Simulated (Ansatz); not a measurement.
## Electronic structure of ClGaO···NH₃ in real space

```xyz
7

Ga   -0.9974    0.4939    1.5284
N     0.6354   -0.2728   -1.1332
O     0.1084   -0.6477    1.9271
H     0.8322   -0.6921   -0.2293
Cl   -2.4587    1.9529    1.1501
H     0.4075   -1.0078   -1.7792
H     1.4728    0.1735   -1.4639
```

Not at a stationary point (largest force 0.6 eV/Å).

Method: RHF/def2-SVP in Ansatz.

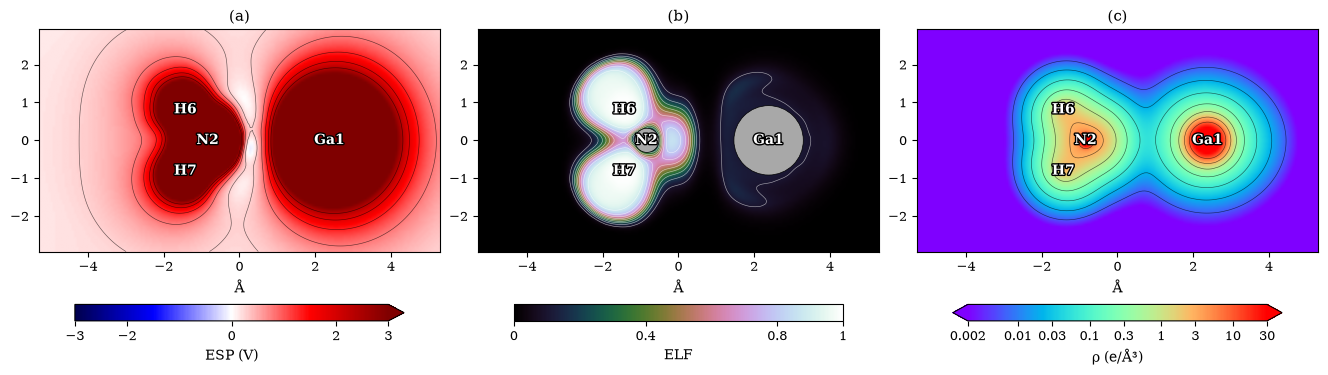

Figure 1. (a) electrostatic potential; (b) electron localisation function; (c) electron density on the plane of atoms H6, N2 and H7. Grey discs cover the atomic cores in the ELF map.

Q: What does the map show?

A:
- The plane passes through Ga, N and H nuclei.
- N–H (1.00 Å): ρ at the midpoint is about 2.8 e/Å³; the ELF climbs to about 1 towards the hydrogen, as it does in any bond to H; an ordinary covalent bond to hydrogen.
- The potential has no marked negative region in this plane.

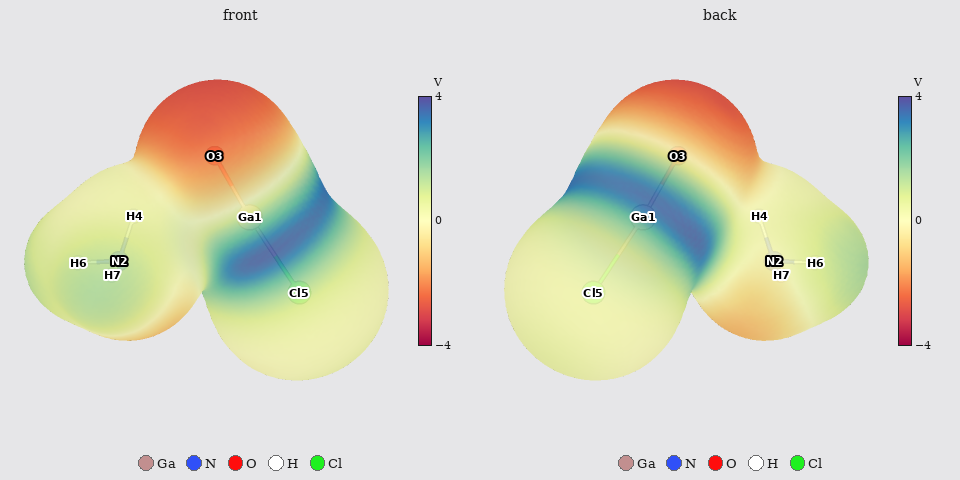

Figure 2. The electrostatic potential painted on the density surface at 0.002 e/bohr³, seen from the front and from behind; red is negative and blue positive.

Q: Which sites attract a positive test charge, and which a negative one?

A: A positive charge is drawn to the negative regions and a negative charge to the positive ones. The most negative region (about −2.8 V) lies over O3, the most positive (about +3.6 V) over Ga1. O3 is the likeliest acceptor of a hydrogen bond.

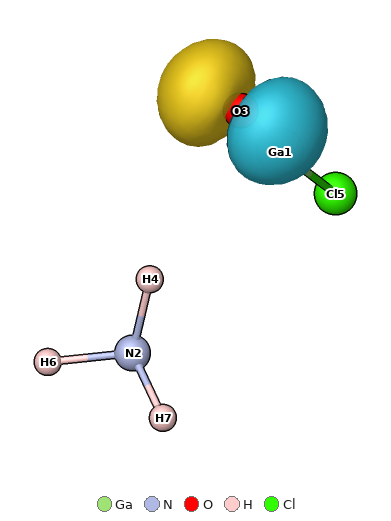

Figure 3. The HOMO−1 at ±0.3 Å⁻³ᐟ² (yellow and cyan are the two phases), seen at an oblique angle.

Q: Where does this orbital lie, and at what energy?

A: It lies mainly on O3 (about 80 %) and Ga1 (about 15 %); largely a lone pair of O3. Its energy is −11.30 eV.
